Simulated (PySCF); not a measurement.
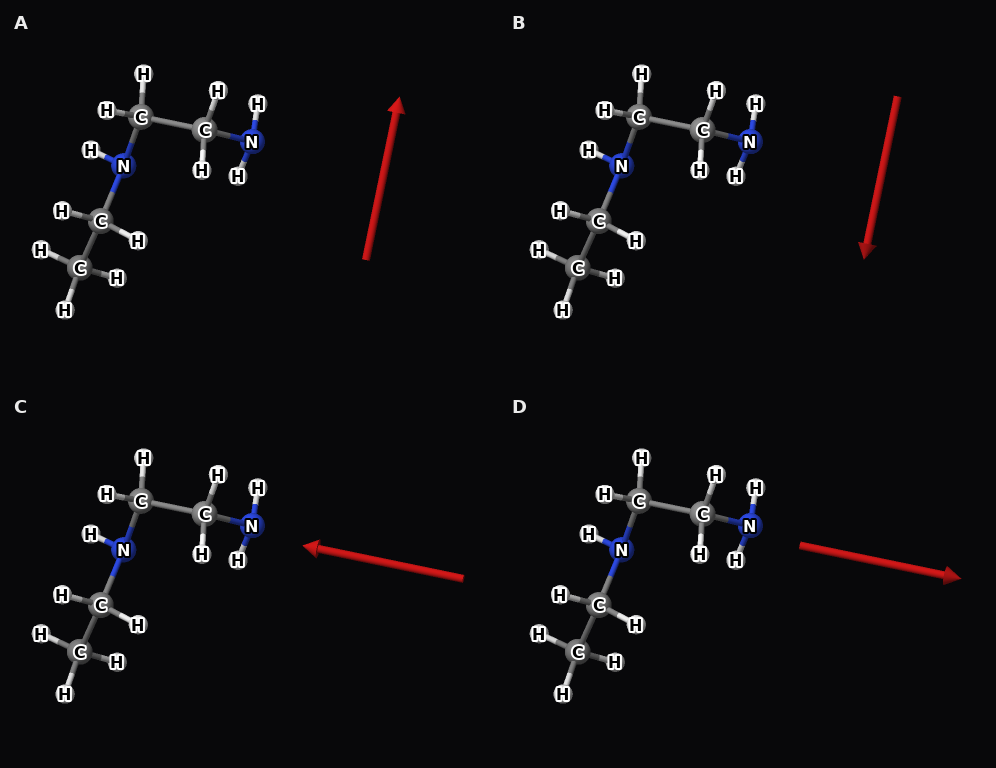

The same molecule four times, each with an arrow. The geometry was computed by an optimisation with GFN2-xTB. No frequency run is at hand to confirm it as a minimum. Level of theory: B3LYP/def2-SVPD, gas phase (PySCF 2.14.0).

**Which arrow points along the dipole moment, from the negative to the positive end?**

C. The dipole moment is 2.26 D.
